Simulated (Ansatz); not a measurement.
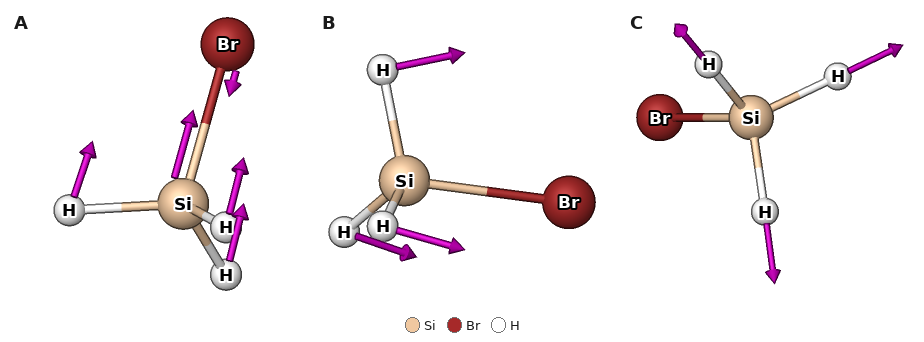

3 normal modes of one molecule or complex, as arrows. Harmonic vibrations computed with RKS PBE0-D4/def2-TZVP (Ansatz 0.2.0) at a stationary point of the same level.

**Match the panels to the wavenumbers 430 cm⁻¹, 924 cm⁻¹, 2248 cm⁻¹.**

A: 430 cm⁻¹, Br–Si stretching
B: 924 cm⁻¹, Br–Si–H bending
C: 2248 cm⁻¹, in-phase stretching of 3 Si–H bonds
